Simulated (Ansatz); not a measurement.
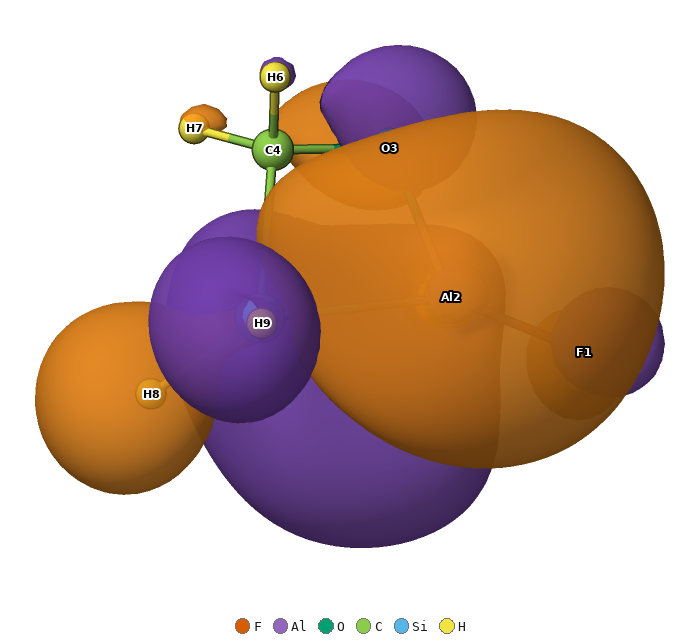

*CH₄AlFOSi (SMILES [F][Al]1[O]C[SiH2]1). One frontier orbital at ±0.05 Å⁻³ᐟ² (orange and purple are the two phases), seen at a tilt.*

Geometry: PBE0-D4/def2-TZVP.

All numbers below come from RKS PBE0-D4/def2-TZVPP (Ansatz 0.2.0).

```tsv
atom	x (Å)	y (Å)	z (Å)
F	-1.8676	-2.3541	1.3608
Al	-0.9356	-1.1841	0.6841
O	-1.2209	0.5084	0.7485
C	-0.1221	1.0747	0.0070
Si	0.9492	-0.4271	-0.5724
H	-0.5092	1.6513	-0.8391
H	0.4430	1.7555	0.6515
H	2.3262	-0.4644	-0.0101
H	1.0255	-0.6064	-2.0475
```

**Which orbital is it: HOMO or LUMO?**

The LUMO, at −1.21 eV. By Hirshfeld shares it lies mainly on Al2 (about 55 %), Si5 (about 25 %) and O3 (about 5 %).
